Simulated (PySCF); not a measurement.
# Single-point calculation, with input and output: NSF$_{3}$ (part 2 of 2)

NSF$_{3}$, SMILES N#S(F)(F)F; NEVPT2/6-31+G*, RHF, in an applied electric field (PySCF 2.14.0). The geometry comes from this level: PBE0-D4/def2-TZVP.

Geometry of the input (Å):
```
N  -0.3496  -0.0042  1.5914
S  -0.0473  -0.0006  0.2155
F  1.0234  -0.9393  -0.4090
F  -1.1086  -0.3176  -0.8757
F  0.4822  1.2616  -0.5222
```

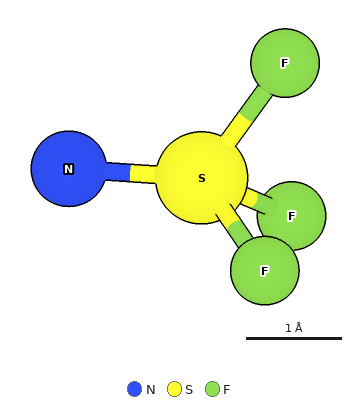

Figure 1. The structure as given in the input (ball-and-stick view, seen at a tilt).

Output, continued:
```
4 F 3dz^2       -0.00149
4 F 3dxz        -0.00148
4 F 3dx2-y2     -0.00152
<CAS-nat-orb|mo-hf>  23     24       0.97915535
<CAS-nat-orb|mo-hf>  24     21      -0.55552095
<CAS-nat-orb|mo-hf>  24     22       0.68884885
<CAS-nat-orb|mo-hf>  25     14      -0.75621396
<CAS-nat-orb|mo-hf>  25     17       0.44196126
<CAS-nat-orb|mo-hf>  26     55       0.64855927
<CAS-nat-orb|mo-hf>  26     94      -0.42723480
<CAS-nat-orb|mo-hf>  27     26       0.99914743
<CAS-nat-orb|mo-hf>  28     27      -0.96819671
CASSCF energy = -750.115602239290
CASCI E = -750.115602239290  E(CI) = -69.4365685127517  S^2 = 0.0000000

******** <class 'pyscf.mrpt.nevpt2.NEVPT'> ********
NEVPT2 (3e+3e, 6o), ncore = 22, nvir = 66
root = 0

WARN: Active orbitals [0] (occs = [2.]) are canonicalized with core orbitals

WARN: Active orbitals [4 5] (occs = [6.18411675e-07 4.37700992e-07]) are canonicalized with external orbitals

Natural occ [2.00000000e+00 1.99999897e+00 1.99999846e+00 1.51513758e-06
 6.18411675e-07 4.37700992e-07]
Natural orbital (expansion on meta-Lowdin AOs) in CAS space
               #1        #2        #3        #4        #5
0 N 1s           0.00010  -0.00068   0.02187   0.00027   0.00074
0 N 2s           0.02113  -0.03409  -0.07552   0.00627  -0.00526
0 N 3s           0.00205  -0.00544  -0.02049   0.11258   0.08847
0 N 4s          -0.00120   0.00352   0.00989  -0.17067   0.14709
0 N 2px          0.65881  -0.05392   0.08388   0.01136  -0.00957
0 N 2py          0.43318   0.12105  -0.03963  -0.00500   0.00008
0 N 2pz          0.17108  -0.04803  -0.11199   0.00791   0.10537
0 N 3px          0.03365  -0.00448   0.00427   0.03130   0.00166
0 N 3py          0.02202   0.00933  -0.00251  -0.00653   0.00011
0 N 3pz          0.00776  -0.00374  -0.00624  -0.02365   0.02381
0 N 4px         -0.02957   0.00204   0.00207  -0.03318   0.00069
0 N 4py         -0.01910  -0.00190   0.00099   0.00529  -0.00134
0 N 4pz         -0.00530  -0.00604  -0.01944   0.04134  -0.03994
0 N 3dxy         0.00991   0.00141  -0.00021  -0.00211  -0.00045
0 N 3dyz        -0.04089  -0.00995   0.00327   0.00642  -0.00004
0 N 3dz^2       -0.02515   0.00386   0.00673   0.00116  -0.01543
0 N 3dxz        -0.05836   0.00396  -0.00784  -0.01207   0.00513
0 N 3dx2-y2      0.01864  -0.00083   0.00160   0.00242  -0.00113
1 S 1s          -0.00000   0.00267  -0.01267  -0.00018   0.00011
1 S 2s           0.00006   0.00812  -0.04240   0.00088  -0.00122
1 S 3s          -0.00381  -0.05154  -0.12775   0.02278   0.26266
1 S 4s          -0.00133   0.01146   0.03124   0.50196   0.31161
1 S 5s          -0.00021  -0.00220  -0.00633  -0.18578   0.57764
1 S 2px         -0.00166  -0.01589  -0.04019   0.00001  -0.00009
1 S 2py         -0.00116   0.06553  -0.02091  -0.00016  -0.00000
1 S 2pz         -0.00082   0.09581   0.17884   0.00017   0.00070
1 S 3px          0.35065  -0.03215  -0.01404  -0.00789   0.01395
1 S 3py          0.22719   0.04681  -0.02384   0.01152  -0.00043
1 S 3pz          0.06347   0.06107   0.23499  -0.03725  -0.15313
1 S 4px          0.00399   0.00269   0.01037   0.02056   0.01085
1 S 4py          0.00315   0.00038   0.00103  -0.04669  -0.00726
1 S 4pz          0.00417  -0.01635  -0.05380  -0.33615  -0.29216
1 S 5px         -0.00663  -0.00323  -0.00148   0.04935   0.03573
1 S 5py         -0.00455   0.00500  -0.00198  -0.06133  -0.00881
1 S 5pz         -0.00200   0.00271   0.01137   0.39011  -0.41554
1 S 3dxy        -0.01318   0.00560   0.00047   0.01627  -0.00040
1 S 3dyz         0.08362   0.00278   0.00017   0.00237   0.00025
1 S 3dz^2        0.05104  -0.00960  -0.02764  -0.00746  -0.04541
1 S 3dxz         0.12681   0.00313   0.01604   0.01587   0.01947
1 S 3dx2-y2      0.00521  -0.00210   0.00120   0.00783  -0.00270
2 F 1s          -0.00001  -0.02443   0.04575  -0.00051   0.00038
2 F 2s          -0.02166   0.03276   0.30079   0.00656  -0.05327
2 F 3s          -0.01153   0.00949   0.02158  -0.25171   0.03782
2 F 4s           0.00222   0.00334   0.00595   0.00078   0.14964
2 F 2px         -0.06102  -0.05637   0.31450  -0.00152   0.07407
2 F 2py         -0.07549  -0.62339  -0.10681   0.00317  -0.06451
2 F 2pz         -0.06406   0.38424   0.02691   0.00767  -0.03647
2 F 3px         -0.01944  -0.00711  -0.01004   0.15391   0.03340
2 F 3py         -0.02170   0.00538   0.01292  -0.08882  -0.03022
2 F 3pz         -0.00457  -0.00511  -0.01650   0.02622  -0.06142
2 F 4px          0.00074   0.00238  -0.01063   0.01286   0.02902
2 F 4py          0.01006   0.02563   0.00412   0.06002  -0.02711
2 F 4pz          0.00687  -0.01937  -0.01023  -0.03908  -0.07612
2 F 3dxy         0.00112   0.01956   0.01497   0.01074   0.01246
2 F 3dyz         0.00076  -0.00152   0.00009   0.01588  -0.00230
2 F 3dz^2        0.00300   0.01302   0.00919   0.02473   0.00268
2 F 3dxz         0.00659  -0.00847   0.00338  -0.01691   0.00323
2 F 3dx2-y2      0.01110   0.01398  -0.00524  -0.00162  -0.00094
3 F 1s          -0.00023   0.09686   0.02073  -0.00059   0.00042
3 F 2s           0.06472   0.10124   0.27483   0.00268  -0.06005
3 F 3s           0.05043   0.00796   0.02719  -0.33468   0.03939
3 F 4s          -0.01304   0.00215   0.00622   0.05201   0.17174
3 F 2px          0.08194  -0.04690  -0.44589  -0.00142  -0.07850
3 F 2py         -0.00266   0.12109  -0.17160  -0.00141  -0.02368
3 F 2pz          0.23684  -0.10112   0.04892   0.00408  -0.07418
3 F 3px          0.00458   0.00670   0.02033  -0.18817  -0.03991
3 F 3py         -0.00819  -0.00198   0.00659  -0.04780  -0.01223
3 F 3pz          0.00857  -0.00237  -0.00817  -0.10645  -0.09177
3 F 4px         -0.02501   0.00186   0.01877  -0.00088  -0.02698
3 F 4py         -0.00498  -0.00452   0.00656   0.01690  -0.00933
3 F 4pz         -0.03351   0.00109  -0.01325  -0.04119  -0.09456
3 F 3dxy         0.00154   0.00118  -0.01017  -0.00865  -0.00564
3 F 3dyz         0.00545   0.00206  -0.00498  -0.00329  -0.00286
3 F 3dz^2       -0.00084  -0.00166   0.00954   0.01961  -0.00174
3 F 3dxz         0.01868  -0.00434  -0.01304  -0.00379  -0.00884
3 F 3dx2-y2      0.00970  -0.00285  -0.01505  -0.01035  -0.00934
4 F 1s           0.00009  -0.01827   0.04391  -0.00054   0.00039
4 F 2s          -0.06262   0.14284   0.25276   0.00181  -0.05470
4 F 3s          -0.04152   0.00653   0.02428  -0.25762   0.03868
4 F 4s           0.00929   0.00109   0.00709   0.03355   0.15355
4 F 2px         -0.01668   0.51186  -0.04128   0.00262   0.03764
4 F 2py          0.08964  -0.24763   0.50097   0.00366   0.08839
4 F 2pz         -0.17752  -0.13966   0.15051   0.00671  -0.04508
4 F 3px         -0.01696   0.00299  -0.00558   0.08383   0.01585
4 F 3py          0.00961  -0.00495  -0.01820   0.20601   0.04302
4 F 3pz         -0.00783  -0.00349  -0.01463   0.03295  -0.06554
4 F 4px         -0.00566  -0.01975   0.00347   0.00631   0.01345
4 F 4py         -0.02482   0.01094  -0.02000   0.02892   0.03414
4 F 4pz          0.02171   0.00319  -0.01599   0.03629  -0.07894
4 F 3dxy         0.00016  -0.01076  -0.00964  -0.01161  -0.00805
4 F 3dyz         0.01083  -0.00123   0.00504  -0.01710   0.00481
4 F 3dz^2        0.00703  -0.00136   0.01349   0.02518   0.00178
4 F 3dxz         0.00585   0.00950  -0.00122  -0.00675   0.00273
4 F 3dx2-y2      0.01079  -0.01302   0.02097   0.00858   0.00912
               #6
0 N 1s           0.00044
0 N 2s          -0.03295
0 N 3s          -0.00959
0 N 4s           0.06274
0 N 2px          0.07419
0 N 2py         -0.04828
0 N 2pz          0.05437
0 N 3px          0.03139
0 N 3py         -0.01776
0 N 3pz         -0.02407
0 N 4px         -0.11496
0 N 4py          0.06267
0 N 4pz         -0.00421
0 N 3dxy        -0.00534
0 N 3dyz         0.00354
0 N 3dz^2       -0.01827
0 N 3dxz        -0.00155
0 N 3dx2-y2     -0.00023
1 S 1s           0.00005
1 S 2s          -0.00032
1 S 3s           0.07082
1 S 4s           0.09423
1 S 5s           0.12964
1 S 2px          0.00050
1 S 2py         -0.00030
1 S 2pz          0.00016
1 S 3px         -0.16153
1 S 3py          0.09020
1 S 3pz          0.01225
1 S 4px         -0.49019
1 S 4py          0.26697
1 S 4pz          0.10850
1 S 5px         -0.55681
1 S 5py          0.29837
1 S 5pz          0.16760
1 S 3dxy        -0.00067
1 S 3dyz        -0.00720
1 S 3dz^2       -0.00761
1 S 3dxz         0.01655
1 S 3dx2-y2     -0.00380
2 F 1s          -0.00023
2 F 2s           0.03149
2 F 3s          -0.00553
2 F 4s          -0.11255
2 F 2px         -0.00937
2 F 2py          0.01084
2 F 2pz          0.01018
2 F 3px         -0.08373
2 F 3py          0.02985
2 F 3pz          0.07833
2 F 4px         -0.09083
2 F 4py          0.02874
2 F 4pz          0.05625
2 F 3dxy        -0.01056
2 F 3dyz         0.00608
2 F 3dz^2       -0.00348
2 F 3dxz        -0.00866
2 F 3dx2-y2     -0.00021
3 F 1s           0.00018
3 F 2s          -0.02974
3 F 3s           0.01658
3 F 4s           0.10057
3 F 2px         -0.02646
3 F 2py         -0.01442
3 F 2pz         -0.03221
3 F 3px         -0.13315
3 F 3py          0.06600
3 F 3pz          0.00900
3 F 4px         -0.12506
3 F 4py          0.08371
3 F 4pz          0.03334
3 F 3dxy        -0.00818
3 F 3dyz        -0.00200
3 F 3dz^2       -0.00252
3 F 3dxz        -0.00351
3 F 3dx2-y2     -0.00174
4 F 1s           0.00007
4 F 2s          -0.01244
4 F 3s           0.00842
4 F 4s           0.03918
4 F 2px          0.01725
4 F 2py          0.01830
4 F 2pz         -0.01156
4 F 3px         -0.11208
4 F 3py          0.08036
4 F 3pz          0.03060
4 F 4px         -0.13857
4 F 4py          0.07750
4 F 4pz          0.03456
4 F 3dxy        -0.00824
4 F 3dyz        -0.00175
4 F 3dz^2       -0.00149
4 F 3dxz        -0.00148
4 F 3dx2-y2     -0.00152
<CAS-nat-orb|mo-hf>  23     24       0.97915535
<CAS-nat-orb|mo-hf>  24     21      -0.55552095
<CAS-nat-orb|mo-hf>  24     22       0.68884884
<CAS-nat-orb|mo-hf>  25     14      -0.75621396
<CAS-nat-orb|mo-hf>  25     17       0.44196126
<CAS-nat-orb|mo-hf>  26     55       0.64855927
<CAS-nat-orb|mo-hf>  26     94      -0.42723480
<CAS-nat-orb|mo-hf>  27     26       0.99914743
<CAS-nat-orb|mo-hf>  28     27      -0.96819654
Using density fitting integrals for NEVPT2
Sr    (-1)',   E = -0.00063656616153
Si    (+1)',   E = -0.00004781573271
Sijrs (0)  ,   E = -0.52786008261030
Sijr  (+1) ,   E = -0.01600137532258
Srsi  (-1) ,   E = -0.25881440968108
Srs   (-2) ,   E = -0.03523647911873
Sij   (+2) ,   E = -0.00020581225253
Sir   (0)' ,   E = -0.00678991434262
Nevpt2 Energy = -0.845592455222070
E = -750.9611946945 Eh
**** SCF Summaries ****
Total Energy =                        -750.115595658374104
Nuclear Repulsion Energy =             284.226729033697495
One-electron Energy =                -1602.940364034079266
Two-electron Energy =                  568.598039341965091
Two-electron Coulomb Energy =          630.472852835573349
DFT Exchange-Correlation Energy =      -61.874813493608258
HOMO-LUMO gap [eV] =                    13.906016496615885
**** MO energy ****
MO #1   energy= -92.3279576909769  occ= 2
MO #2   energy= -26.4242864802963  occ= 2
MO #3   energy= -26.4216615929196  occ= 2
MO #4   energy= -26.4208254570426  occ= 2
MO #5   energy= -15.6133841388887  occ= 2
MO #6   energy= -9.29370529486283  occ= 2
MO #7   energy= -6.97928771719399  occ= 2
MO #8   energy= -6.97923469207137  occ= 2
MO #9   energy= -6.97815136970103  occ= 2
MO #10  energy= -1.80112343385858  occ= 2
MO #11  energy= -1.7132810637802   occ= 2
MO #12  energy= -1.71077369399085  occ= 2
MO #13  energy= -1.29128890786469  occ= 2
MO #14  energy= -1.00985640127556  occ= 2
MO #15  energy= -0.8882781924116   occ= 2
MO #16  energy= -0.886954169763712 occ= 2
MO #17  energy= -0.818548289239082 occ= 2
MO #18  energy= -0.795378168120878 occ= 2
MO #19  energy= -0.795165218200829 occ= 2
MO #20  energy= -0.737171206474459 occ= 2
MO #21  energy= -0.735604662822069 occ= 2
MO #22  energy= -0.729921096158141 occ= 2
MO #23  energy= -0.571724535910206 occ= 2
MO #24  energy= -0.474422593678501 occ= 2
MO #25  energy= -0.474162590632969 occ= 2
MO #26  energy= 0.0368746110095381 occ= 0
MO #27  energy= 0.0934413236776915 occ= 0
MO #28  energy= 0.0943499041100455 occ= 0
MO #29  energy= 0.102444317532972  occ= 0
MO #30  energy= 0.167604066810105  occ= 0
MO #31  energy= 0.18955285893566   occ= 0
MO #32  energy= 0.190080214302466  occ= 0
MO #33  energy= 0.2537088821386    occ= 0
MO #34  energy= 0.276649396921881  occ= 0
MO #35  energy= 0.278156302745091  occ= 0
MO #36  energy= 0.285866009637754  occ= 0
MO #37  energy= 0.29643136988898   occ= 0
MO #38  energy= 0.297838002142863  occ= 0
MO #39  energy= 0.350639236658559  occ= 0
MO #40  energy= 0.352618423369401  occ= 0
MO #41  energy= 0.354200535410021  occ= 0
MO #42  energy= 0.393573617981353  occ= 0
MO #43  energy= 0.394645417723514  occ= 0
MO #44  energy= 0.403743490239811  occ= 0
MO #45  energy= 0.404456087231497  occ= 0
MO #46  energy= 0.426612896816592  occ= 0
MO #47  energy= 0.446954148218305  occ= 0
MO #48  energy= 0.49860558994787   occ= 0
MO #49  energy= 0.500700407918351  occ= 0
MO #50  energy= 0.669233772712112  occ= 0
MO #51  energy= 0.669948917492103  occ= 0
MO #52  energy= 0.801581087435297  occ= 0
MO #53  energy= 0.828589801241331  occ= 0
MO #54  energy= 0.828625047454542  occ= 0
MO #55  energy= 0.946535299405546  occ= 0
MO #56  energy= 1.15910475843672   occ= 0
MO #57  energy= 1.16070214916503   occ= 0
MO #58  energy= 1.16100229981658   occ= 0
MO #59  energy= 1.25676350392861   occ= 0
MO #60  energy= 1.25715799000238   occ= 0
MO #61  energy= 1.50793197069834   occ= 0
MO #62  energy= 1.63414811623223   occ= 0
MO #63  energy= 1.68342778434848   occ= 0
MO #64  energy= 1.68364489128556   occ= 0
MO #65  energy= 1.78506285333988   occ= 0
MO #66  energy= 1.7885012282921    occ= 0
MO #67  energy= 1.8274640434039    occ= 0
MO #68  energy= 1.87156823570784   occ= 0
MO #69  energy= 1.91211888426782   occ= 0
MO #70  energy= 1.91308350326511   occ= 0
MO #71  energy= 1.91910973073155   occ= 0
MO #72  energy= 1.99082527459849   occ= 0
MO #73  energy= 1.99111968313666   occ= 0
MO #74  energy= 2.00181817073293   occ= 0
MO #75  energy= 2.02157139848993   occ= 0
MO #76  energy= 2.02539626828818   occ= 0
MO #77  energy= 2.02577079423585   occ= 0
MO #78  energy= 2.05047765380285   occ= 0
MO #79  energy= 2.05283353971191   occ= 0
MO #80  energy= 2.19981930780301   occ= 0
MO #81  energy= 2.20016429451375   occ= 0
MO #82  energy= 2.20337404663267   occ= 0
MO #83  energy= 2.30681919855009   occ= 0
MO #84  energy= 2.30755185857501   occ= 0
MO #85  energy= 2.31551606356781   occ= 0
MO #86  energy= 2.31632825236587   occ= 0
MO #87  energy= 2.39974750294993   occ= 0
MO #88  energy= 2.53271533018433   occ= 0
MO #89  energy= 2.53351295174305   occ= 0
MO #90  energy= 2.70475185484372   occ= 0
MO #91  energy= 2.99049566769038   occ= 0
MO #92  energy= 3.19787338632475   occ= 0
MO #93  energy= 3.19997361995631   occ= 0
MO #94  energy= 3.22794418840239   occ= 0
 ** Mulliken pop on meta-lowdin orthogonal AOs  **
 ** Mulliken pop  **
pop of  0 N 1s            1.99998
pop of  0 N 2s            1.70446
pop of  0 N 3s            0.01575
pop of  0 N 4s            0.00080
pop of  0 N 2px           1.33495
pop of  0 N 2py           1.33784
pop of  0 N 2pz           1.24312
pop of  0 N 3px           0.00550
pop of  0 N 3py           0.00575
pop of  0 N 3pz           0.00149
pop of  0 N 4px           0.00366
pop of  0 N 4py           0.00371
pop of  0 N 4pz           0.00180
pop of  0 N 3dxy          0.00039
pop of  0 N 3dyz          0.01229
pop of  0 N 3dz^2         0.01158
pop of  0 N 3dxz          0.01171
pop of  0 N 3dx2-y2       0.00088
pop of  1 S 1s            2.00000
pop of  1 S 2s            1.99997
pop of  1 S 3s            1.01281
pop of  1 S 4s            0.01759
pop of  1 S 5s            0.00070
pop of  1 S 2px           1.99997
pop of  1 S 2py           1.99997
pop of  1 S 2pz           1.99996
pop of  1 S 3px           0.89983
pop of  1 S 3py           0.90543
pop of  1 S 3pz           0.79624
pop of  1 S 4px           0.01636
pop of  1 S 4py           0.01583
pop of  1 S 4pz           0.02718
pop of  1 S 5px           0.00380
pop of  1 S 5py           0.00378
pop of  1 S 5pz           0.00423
pop of  1 S 3dxy          0.02618
pop of  1 S 3dyz          0.05847
pop of  1 S 3dz^2         0.02625
pop of  1 S 3dxz          0.06124
pop of  1 S 3dx2-y2       0.01708
pop of  2 F 1s            2.00000
pop of  2 F 2s            1.89482
pop of  2 F 3s            0.00935
pop of  2 F 4s            0.00217
pop of  2 F 2px           1.78722
pop of  2 F 2py           1.82433
pop of  2 F 2pz           1.90552
pop of  2 F 3px           0.00269
pop of  2 F 3py           0.00285
pop of  2 F 3pz           0.00365
pop of  2 F 4px           0.00607
pop of  2 F 4py           0.00561
pop of  2 F 4pz           0.00529
pop of  2 F 3dxy          0.00598
pop of  2 F 3dyz          0.00281
pop of  2 F 3dz^2         0.00228
pop of  2 F 3dxz          0.00336
pop of  2 F 3dx2-y2       0.00360
pop of  3 F 1s            2.00000
pop of  3 F 2s            1.89464
pop of  3 F 3s            0.00914
pop of  3 F 4s            0.00223
pop of  3 F 2px           1.79085
pop of  3 F 2py           1.93824
pop of  3 F 2pz           1.79577
pop of  3 F 3px           0.00222
pop of  3 F 3py           0.00384
pop of  3 F 3pz           0.00300
pop of  3 F 4px           0.00569
pop of  3 F 4py           0.00476
pop of  3 F 4pz           0.00649
pop of  3 F 3dxy          0.00261
pop of  3 F 3dyz          0.00217
pop of  3 F 3dz^2         0.00300
pop of  3 F 3dxz          0.00701
pop of  3 F 3dx2-y2       0.00289
pop of  4 F 1s            2.00000
pop of  4 F 2s            1.89478
pop of  4 F 3s            0.00930
pop of  4 F 4s            0.00218
pop of  4 F 2px           1.91241
pop of  4 F 2py           1.72218
pop of  4 F 2pz           1.88438
pop of  4 F 3px           0.00374
pop of  4 F 3py           0.00188
pop of  4 F 3pz           0.00354
pop of  4 F 4px           0.00505
pop of  4 F 4py           0.00638
pop of  4 F 4pz           0.00553
pop of  4 F 3dxy          0.00442
pop of  4 F 3dyz          0.00541
pop of  4 F 3dz^2         0.00224
pop of  4 F 3dxz          0.00154
pop of  4 F 3dx2-y2       0.00434
 ** Mulliken atomic charges  **
charge of    0N =     -0.69565
charge of    1S =      2.10713
charge of    2F =     -0.46762
charge of    3F =     -0.47455
charge of    4F =     -0.46930
Dipole moment(X, Y, Z, Debye):  0.40604,  0.00479, -1.25309
```

Results in brief:

- outcome: converged
- total energy: −750.961195 hartree
- SCF energy: −750.115596 hartree
- correlation energy: −0.845599 hartree
- basis functions: 94
- HOMO of the SCF reference: −12.90 eV
- LUMO of the SCF reference: 1.00 eV
- hardware: 1 thread of Arm Neoverse V1, 24 GiB of memory available, shared host
- wall time: 33 s
- peak memory: 0.21 GiB

Notes:

Settings chosen away from the usual ones: tied set to false; basis set to 6-31+G* (from ma-def2-SVP); field set to 0.01; solver set to ADIIS (from DIIS).
